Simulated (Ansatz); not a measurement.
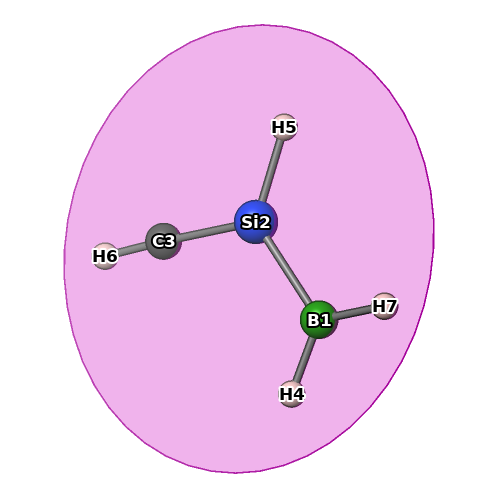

A disc through the centre of mass is drawn in. Atoms fade into the background with distance from the viewer. The species is neutral and a spin doublet. Computed geometry: PBE-D4/def2-SVP optimisation. No frequency run is at hand to confirm it as a minimum.

Is the plane of the disc a mirror plane of the structure?

Answer. Yes. The reflection leaves B1, Si2, C3, H4, H5, H6, H7 in place. The point group is Cs.
